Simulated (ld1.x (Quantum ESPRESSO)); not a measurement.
# Indium: generating and testing a TM potential

Aim: build the potential from the settings below, then test how well it stands in for the atom: other configurations, scattering, ghost states and the plane-wave cutoff that it needs.

The numbers are computed with ld1.x (Quantum ESPRESSO) 7.5 (PBE, scalar-relativistic, spin-unpolarised reference atom).

## 1. Settings

The settings as typed:

* element: indium (In, Z = 49)
* type: norm-conserving Troullier–Martins (Kleinman–Bylander form)
* frozen core: [Kr]
* valence charge: 13
* reference configuration: 4d10 5s2 5p1
* partial waves: 5s (bound): rc 2.20 bohr; 5p (bound): rc 3.05 bohr; 4d (bound): rc 1.10 bohr
* local potential: the d channel
* core correction: not asked for

The nodes and maxima of the atom's own shells, from an earlier all-electron run, set the scale for the radii.

All-electron outer shells of the reference configuration (PBE, scalar-relativistic, ld1.x):

```tsv
shell	level (eV)	outermost node (bohr)	outermost maximum (bohr)
4s	-119.66	0.41	0.77
4p	-78.13	0.42	0.82
4d	-18.62	0.40	0.94
5s	-8.21	1.02	2.16
5p	-2.52	1.14	2.85
```

## 2. Generation

In.in

```
 &input
   title='In', zed=49., rel=1, dft='PBE', iswitch=3,
   config='[Kr] 4d10 5s2 5p1',
   nld=3, rlderiv=3.30, eminld=-3.0, emaxld=5.0, deld=0.02
 /
 &inputp
   pseudotype=2, tm=.true., lloc=2,
   nlcc=.false.,
   file_pseudopw='In.UPF', file_wfcaegen='ae.wfc', file_wfcncgen='nc.wfc', file_beta='beta', file_chi='chi'
 /
3
5S  1  0   2.00   0.00  2.20  2.20  0.0
5P  2  1   1.00   0.00  3.05  3.05  0.0
4D  3  2  10.00   0.00  1.10  1.10  0.0
 &test
   configts(1)='4d10 5s2 5p1'
 /
```

Started as:

```
ld1.x < In.in > In.out
```

The output, In.out (without the banner and most projector matrices):

```text
     Program LD1 v.7.5
     --------------------------- All-electron run ----------------------------

     In
     scalar relativistic calculation

     atomic number is 49.00
     dft =PBE   lsd =0 sic =0 latt =0  beta=0.20 tr2=1.0E-14
     Exchange-correlation= PBE
                           (   1   4   3   4   0   0   0)
     mesh =1241 r(mesh) = 100.30140 a.u. xmin = -7.00 dx = 0.01250
     1 Ry =  13.60569312 eV, c = 137.03599908

     n l     nl                  e(Ry)          e(Ha)          e(eV)
     1 0     1S 1( 2.00)     -2039.9100     -1019.9550    -27754.3892
     2 0     2S 1( 2.00)      -305.4337      -152.7169     -4155.6374
     2 1     2P 1( 6.00)      -274.1375      -137.0687     -3729.8300
     3 0     3S 1( 2.00)       -57.9587       -28.9793      -788.5681
     3 1     3P 1( 6.00)       -47.7106       -23.8553      -649.1352
     4 0     4S 1( 2.00)        -8.7948        -4.3974      -119.6592
     4 1     4P 1( 6.00)        -5.7424        -2.8712       -78.1300
     3 2     3D 1(10.00)       -31.8038       -15.9019      -432.7123
     4 2     4D 1(10.00)        -1.3688        -0.6844       -18.6233
     5 0     5S 1( 2.00)        -0.6035        -0.3017        -8.2110
     5 1     5P 1( 1.00)        -0.1851        -0.0926        -2.5185

     final scf error:  6.6E-15 reached in  26 iterations

     Etot =  -11763.278081 Ry,   -5881.639040 Ha, -160047.551690 eV

     Ekin =   12261.098761 Ry,    6130.549381 Ha,  166820.747093 eV
     Encl =  -28443.021702 Ry,  -14221.510851 Ha, -386987.024767 eV
     Eh   =    4737.642377 Ry,    2368.821188 Ha,   64458.908302 eV
     Exc  =    -318.997517 Ry,    -159.498758 Ha,   -4340.182318 eV

     normalization and overlap integrals

     s(1S/1S) =  1.000000  <r> =   0.0297  <r2> =    0.0012  r(max) =   0.0192
     s(2S/2S) =  1.000000  <r> =   0.1285  <r2> =    0.0195  r(max) =   0.1090
     s(2P/2P) =  1.000000  <r> =   0.1122  <r2> =    0.0154  r(max) =   0.0870
     s(3S/3S) =  1.000000  <r> =   0.3486  <r2> =    0.1390  r(max) =   0.3153
     s(3P/3P) =  1.000000  <r> =   0.3471  <r2> =    0.1399  r(max) =   0.3075
     s(4S/4S) =  1.000000  <r> =   0.8480  <r2> =    0.8143  r(max) =   0.7658
     s(4P/4P) =  1.000000  <r> =   0.9218  <r2> =    0.9725  r(max) =   0.8152
     s(3D/3D) =  1.000000  <r> =   0.3243  <r2> =    0.1250  r(max) =   0.2581
     s(4D/4D) =  1.000000  <r> =   1.1828  <r2> =    1.6828  r(max) =   0.9354
     s(5S/5S) =  1.000000  <r> =   2.6097  <r2> =    7.8334  r(max) =   2.1612
     s(5P/5P) =  1.000000  <r> =   3.7447  <r2> =   16.6771  r(max) =   2.8453

     ------------------------ End of All-electron run ------------------------

     --------------------- Generating NC pseudopotential ---------------------

      Generating local pot.: lloc=2, matching radius rcloc =   1.1000

      Wfc   5S  rcut= 2.188  Using Troullier-Martins method

      Wfc   5P  rcut= 3.029  Using Troullier-Martins method

     ------------------- End of pseudopotential generation -------------------

     [... the all-electron block is printed once more ...]


     Computing logarithmic derivative in   3.28527
     Computing logarithmic derivative in   3.28527
     Computing the partial wave expansion
     R is outside the sphere for l=    0 j= 0.00
     R is outside the sphere for l=    1 j= 0.00
       no projector for channel:   2

     ---------------------- Testing the pseudopotential ----------------------

     In
     scalar relativistic calculation

     atomic number is 49.00   valence charge is 13.00
     dft =PBE   lsd =0 sic =0 latt =0  beta=0.20 tr2=1.0E-14
     mesh =1241 r(mesh) = 100.30140 xmin = -7.00 dx = 0.01250

     n l     nl             e AE (Ry)        e PS (Ry)    De AE-PS (Ry)
     3 2     4D   1(10.00)       -1.36879       -1.36878       -0.00000
     1 0     5S   1( 2.00)       -0.60349       -0.60350        0.00000
     2 1     5P   1( 1.00)       -0.18511       -0.18511        0.00000

     eps = 9.0E-15  iter = 21

     Etot =  -11763.278081 Ry,   -5881.639040 Ha, -160047.551690 eV
     Etotps =  -113.005157 Ry,     -56.502578 Ha,   -1537.513482 eV

     Ekin =      90.200051 Ry,      45.100025 Ha,    1227.234208 eV
     Encl =    -292.462819 Ry,    -146.231410 Ha,   -3979.159370 eV
     Ehrt =     102.309597 Ry,      51.154799 Ha,    1391.992985 eV
     Ecxc =     -14.676065 Ry,      -7.338033 Ha,    -199.678037 eV
     Epseu=       1.624080 Ry,       0.812040 Ha,      22.096731 eV

     ---------------------- End of pseudopotential test ----------------------
```

Wall time 2.7 s (1 thread of Intel Xeon Platinum 8375C at 2.90GHz, shared host). (Generation and the later configuration tests together.)

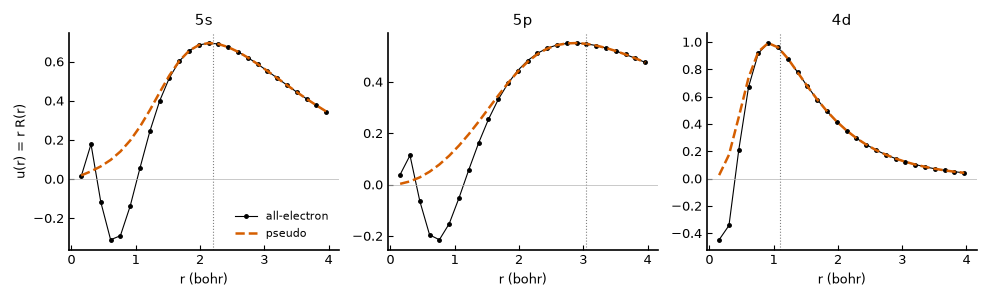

Bound waves of the atom and their pseudo partners (5s, 5p, 4d), with the matching radii dotted. The curves join 26 sampled radii, too few to resolve the innermost nodes.

## 3. Transferability test

In.test.in

```
 &input
   title='In', zed=49., rel=1, dft='PBE', iswitch=2,
   config='[Kr] 4d10 5s2 5p1'
 /
 &test
   file_pseudo='In.UPF', nconf=8,
   configts(1)='4d10 5s2 5p1',
   configts(2)='4d10 5s2 5p0',
   configts(3)='4d10 5s1 5p0',
   configts(4)='4d10 5s0 5p0',
   configts(5)='4d9 5s2 5p2',
   configts(6)='4d10 5s1 5p1',
   configts(7)='4d10 5s2 5p0.5',
   configts(8)='4d10 5s0 5p3'
 /
```

Started as:

```
ld1.x < In.test.in > In.test.out
```

In.test.out, the pseudopotential blocks, each with the warnings that came before it:

```text
     ---------------------- Testing the pseudopotential ----------------------

     In
     scalar relativistic calculation

     atomic number is 49.00   valence charge is 13.00
     dft =PBE   lsd =0 sic =0 latt =0  beta=0.20 tr2=1.0E-14
     mesh =1241 r(mesh) = 100.30140 xmin = -7.00 dx = 0.01250

     n l     nl             e AE (Ry)        e PS (Ry)    De AE-PS (Ry)
     3 2     4D   1(10.00)       -1.36879       -1.36878       -0.00000
     1 0     5S   1( 2.00)       -0.60349       -0.60350        0.00000
     2 1     5P   1( 1.00)       -0.18511       -0.18511        0.00000

     eps = 1.8E-15  iter = 26

     Etot =  -11763.278081 Ry,   -5881.639040 Ha, -160047.551690 eV
     Etotps =  -113.005157 Ry,     -56.502578 Ha,   -1537.513482 eV

     Ekin =      90.200051 Ry,      45.100025 Ha,    1227.234209 eV
     Encl =    -292.462819 Ry,    -146.231410 Ha,   -3979.159371 eV
     Ehrt =     102.309597 Ry,      51.154799 Ha,    1391.992986 eV
     Ecxc =     -14.676065 Ry,      -7.338033 Ha,    -199.678037 eV
     Epseu=       1.624080 Ry,       0.812040 Ha,      22.096731 eV

     ---------------------- End of pseudopotential test ----------------------

     ---------------------- Testing the pseudopotential ----------------------

     In
     [...]
     n l     nl             e AE (Ry)        e PS (Ry)    De AE-PS (Ry)
     3 2     4D   1(10.00)       -1.91631       -1.91396       -0.00235
     1 0     5S   1( 2.00)       -1.09694       -1.09673       -0.00022
     2 1     5P   1( 0.00)       -0.61969       -0.61955       -0.00014

     eps = 7.0E-15  iter = 33

     Etot =  -11762.883901 Ry,   -5881.441951 Ha, -160042.188603 eV
     Etotps =  -112.610943 Ry,     -56.305472 Ha,   -1532.149935 eV
     dEtot_ae =       0.394180 Ry
     dEtot_ps =       0.394213 Ry,   Delta E=      -0.000034 Ry

     [...]
     ---------------------- End of pseudopotential test ----------------------

     ---------------------- Testing the pseudopotential ----------------------

     In
     [...]
     n l     nl             e AE (Ry)        e PS (Ry)    De AE-PS (Ry)
     3 2     4D   1(10.00)       -2.68486       -2.67690       -0.00796  !
     1 0     5S   1( 1.00)       -1.73982       -1.73768       -0.00214
     2 1     5P   1( 0.00)       -1.19185       -1.19086       -0.00098

     eps = 7.9E-15  iter = 32

     Etot =  -11761.470178 Ry,   -5880.735089 Ha, -160022.953921 eV
     Etotps =  -111.197989 Ry,     -55.598994 Ha,   -1512.925709 eV
     dEtot_ae =       1.807903 Ry
     dEtot_ps =       1.807168 Ry,   Delta E=       0.000735 Ry

     [...]
     ---------------------- End of pseudopotential test ----------------------

     Warning: n=2, l=1 expected 0 nodes, found 1
     ---------------------- Testing the pseudopotential ----------------------

     In
     [...]
     n l     nl             e AE (Ry)        e PS (Ry)    De AE-PS (Ry)
     3 2     4D   1(10.00)       -3.51966       -3.50485       -0.01481  !
     1 0     5S   1( 0.00)       -2.43012       -2.42418       -0.00595  !
     2 1     5P   1( 0.00)       -1.81351       -1.81351        0.00000

     eps = 9.2E-15  iter = 11

     Etot =  -11759.388675 Ry,   -5879.694338 Ha, -159994.633626 eV
     Etotps =  -109.120082 Ry,     -54.560041 Ha,   -1484.654353 eV
     dEtot_ae =       3.889406 Ry
     dEtot_ps =       3.885074 Ry,   Delta E=       0.004332 Ry

     [...]
     ---------------------- End of pseudopotential test ----------------------

     ---------------------- Testing the pseudopotential ----------------------

     In
     [...]
     n l     nl             e AE (Ry)        e PS (Ry)    De AE-PS (Ry)
     3 2     4D   1( 9.00)       -1.77783       -1.79600        0.01817  !
     1 0     5S   1( 2.00)       -0.75443       -0.75228       -0.00215
     2 1     5P   1( 2.00)       -0.27030       -0.26860       -0.00170

     eps = 3.8E-15  iter = 24

     Etot =  -11761.932561 Ry,   -5880.966280 Ha, -160029.244958 eV
     Etotps =  -111.650330 Ry,     -55.825165 Ha,   -1519.080129 eV
     dEtot_ae =       1.345520 Ry
     dEtot_ps =       1.354826 Ry,   Delta E=      -0.009307 Ry

     [...]
     ---------------------- End of pseudopotential test ----------------------

     ---------------------- Testing the pseudopotential ----------------------

     In
     [...]
     n l     nl             e AE (Ry)        e PS (Ry)    De AE-PS (Ry)
     3 2     4D   1(10.00)       -2.03142       -2.02770       -0.00372
     1 0     5S   1( 1.00)       -1.16920       -1.16812       -0.00107
     2 1     5P   1( 1.00)       -0.67724       -0.67688       -0.00036

     eps = 6.8E-15  iter = 27

     Etot =  -11762.399329 Ry,   -5881.199664 Ha, -160035.595654 eV
     Etotps =  -112.126708 Ry,     -56.063354 Ha,   -1525.561584 eV
     dEtot_ae =       0.878752 Ry
     dEtot_ps =       0.878448 Ry,   Delta E=       0.000304 Ry

     [...]
     ---------------------- End of pseudopotential test ----------------------

     ---------------------- Testing the pseudopotential ----------------------

     In
     [...]
     n l     nl             e AE (Ry)        e PS (Ry)    De AE-PS (Ry)
     3 2     4D   1(10.00)       -1.62509       -1.62417       -0.00092
     1 0     5S   1( 2.00)       -0.83741       -0.83733       -0.00008
     2 1     5P   1( 0.50)       -0.39025       -0.39018       -0.00006

     eps = 5.2E-15  iter = 27

     Etot =  -11763.135469 Ry,   -5881.567734 Ha, -160045.611355 eV
     Etotps =  -112.862521 Ry,     -56.431261 Ha,   -1535.572831 eV
     dEtot_ae =       0.142612 Ry
     dEtot_ps =       0.142635 Ry,   Delta E=      -0.000023 Ry

     [...]
     ---------------------- End of pseudopotential test ----------------------

     ---------------------- Testing the pseudopotential ----------------------

     In
     [...]
     n l     nl             e AE (Ry)        e PS (Ry)    De AE-PS (Ry)
     3 2     4D   1(10.00)       -1.59542       -1.59293       -0.00248
     1 0     5S   1( 0.00)       -0.73951       -0.73812       -0.00139
     2 1     5P   1( 3.00)       -0.28182       -0.28160       -0.00022

     eps = 5.7E-15  iter = 14

     Etot =  -11762.399986 Ry,   -5881.199993 Ha, -160035.604596 eV
     Etotps =  -112.128051 Ry,     -56.064026 Ha,   -1525.579856 eV
     dEtot_ae =       0.878095 Ry
     dEtot_ps =       0.877105 Ry,   Delta E=       0.000990 Ry

     [...]
     ---------------------- End of pseudopotential test ----------------------
```

The tests as a table, with energies relative to 4d10 5s2 5p1. A star marks tests that logged a warning.

```tsv
valence configuration	charge	ΔE all-electron (eV)	error AE − PS (meV)
4d10 5s2 5p0	+1	5.363	-0.5
4d10 5s1 5p0	+2	24.598	+10
4d10 5s0 5p0 *	+3	52.918	+59
4d9 5s2 5p2	0	18.307	-127
4d10 5s1 5p1	+1	11.956	+4.1
4d10 5s2 5p0.5	+0.5	1.940	-0.3
4d10 5s0 5p3	0	11.947	+13
```

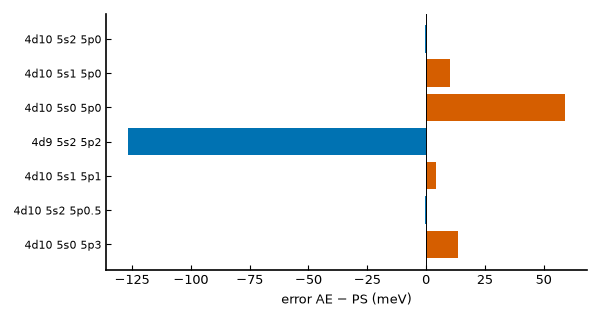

Error of the potential in each test configuration.

## 4. Logarithmic derivatives

Taken from the files of the generation run. The phase is arctan(r·u′/u) with u = r·R, unwrapped, with energies in Ry. A pole is an energy at which the radial function vanishes at the test radius. The pseudo phase is shifted by a multiple of π to meet the all-electron one at the reference energy. Levels narrower than the energy grid can be missing from the poles. The last column is the largest difference on the grid between −1 and +1 Ry.

| channel | radius (bohr) | reference (Ry) | poles AE | poles PS | energies with phases within 0.05 rad (Ry) | largest difference near zero (rad) |
| --- | --- | --- | --- | --- | --- | --- |
| s | 3.29 | -0.60 | -0.05, 4.79 | -0.05, 3.65 | below 1.3 | 0.013 |
| p | 3.29 | -0.19 | 0.83 | 0.81 | below 2.1 | 0.004 |
| d | 3.29 | -1.37 | -1.34, 2.42 | -1.34, 2.42 | the whole range | 0.002 |

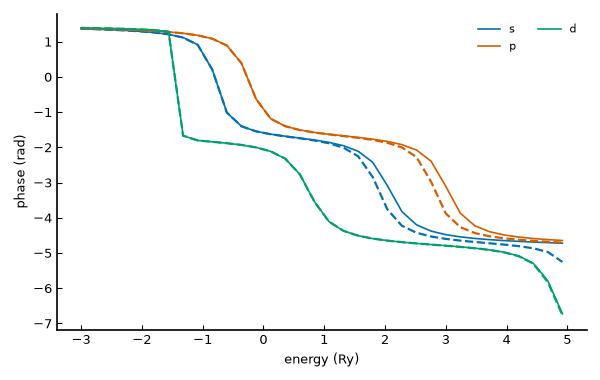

Phases by channel: all-electron solid, pseudo dashed.

## 5. Plane-wave convergence, by spherical Bessel functions

This step uses the generator's waves and projectors in a separate script. Basis: spherical Bessel functions vanishing at 20 bohr, q² up to the cutoff; potential fixed at the reference.

All-electron valence levels (Ry): 5s -0.6035, 5p -0.1851, 4d -1.3688. The lowest levels of each channel (Ry) by cutoff; the last column sums, over occupied levels, occupation times the distance from the level at 400 Ry. A positive value is a state of the box, at any cutoff.

```csv
cutoff (Ry),s #1,s #2,p #1,p #2,d #1,f #1,Σ f·Δε (mRy)
8,-2.5483,-0.5959,-0.1844,0.0238,0.0174,0.0989,13878.1
12,-6.1346,-0.5974,-0.1851,0.0238,-0.0847,0.0989,12853.0
21,-10.9500,-0.6023,-1.1328,-0.1851,-0.5339,0.0989,8351.7
30,-12.5109,-0.6034,-2.8587,-0.1851,-0.8813,0.0989,4875.0
40,-13.1968,-0.6034,-3.6494,-0.1851,-1.1706,0.0989,1982.0
55,-13.3901,-0.6035,-4.1156,-0.1851,-1.3208,0.0989,479.9
70,-13.4165,-0.6035,-4.2189,-0.1851,-1.3588,0.0989,99.6
90,-13.4183,-0.6035,-4.2392,-0.1851,-1.3679,0.0989,9.2
120,-13.4191,-0.6035,-4.2402,-0.1851,-1.3687,0.0989,0.7
160,-13.4199,-0.6035,-4.2406,-0.1851,-1.3687,0.0989,0.4
400,-13.4200,-0.6035,-4.2407,-0.1851,-1.3688,0.0989,0.0
```

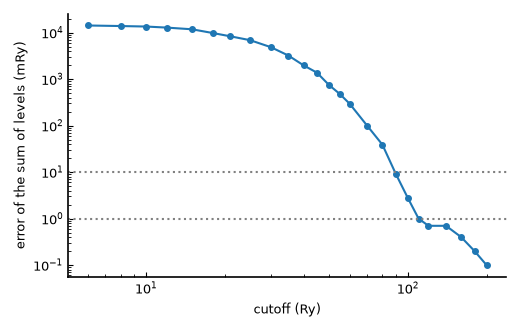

Occupation-weighted error of the valence levels against the cutoff; the dotted lines mark 10 and 1 mRy.

The sum stays within 10 mRy from 90 Ry and within 1 mRy from 120 Ry. The sum leaves out empty levels, which can need more. Ghost test: ghost states, bound below the all-electron valence or empty levels of the same l: s at -182.6 eV, p at -57.7 eV.

## 6. Summary of results

```
                                                quantity                            value
               cutoffs for 10 and 1 mRy, occupied levels                 90 Ry and 120 Ry
                                            bound ghosts  s at -182.59 eV, p at -57.70 eV
                            largest test error (AE − PS)        -127 meV, for 4d9 5s2 5p2
largest phase difference near zero energy, channels read                        0.013 rad
```

In words: It has a bound ghost (s, p), which would be filled ahead of the true valence states and rules the file out. By total energies transferability is poor: the largest error is 127 meV on 18.3 eV, for 4d9 5s2 5p2. It counts as hard, with 90 Ry needed at the looser tolerance. The slowest level is 4d: taken alone it needs 90 Ry to come within 1 mRy, against 25 Ry for 5s. Near zero energy the phases of the channels with partial waves agree within 0.013 rad.
